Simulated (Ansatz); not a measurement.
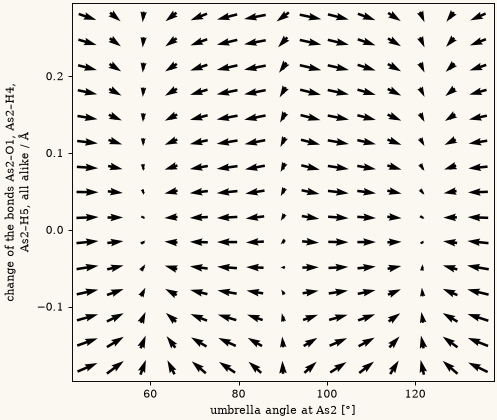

AsH3O, SMILES O[AsH2]. The first coordinate is: umbrella angle at As2 (between each of its bonds and their common axis; 90 is planar); the second: change of the bonds As2–O1, As2–H4, As2–H5, all alike. Nothing is relaxed (all other coordinates rigid). Grid: 15 × 15 points. Points are written as (first, second). Method: RKS B3LYP-D4/def2-TZVP (Ansatz).

In the figure: dots at the grid points, arrows along the force (downhill), their lengths compressed.

The arrows alone are given. Where are the wells?

The arrows converge at about (59°, 0.004 Å); about (122°, 0.00 Å) (0.12 kJ/mol up) (read from the interpolated surface).

The energy map of the same scan:

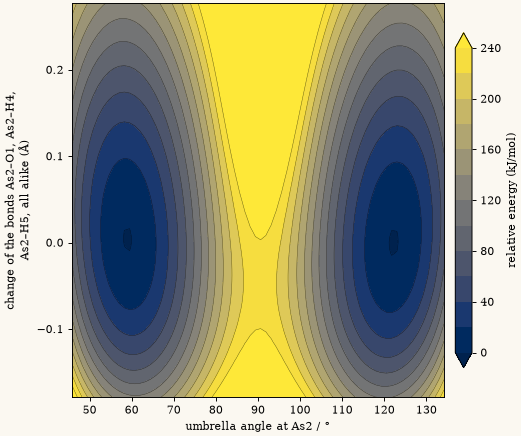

Energies are in kJ/mol, from the lowest grid point; between grid points the surface is interpolated.
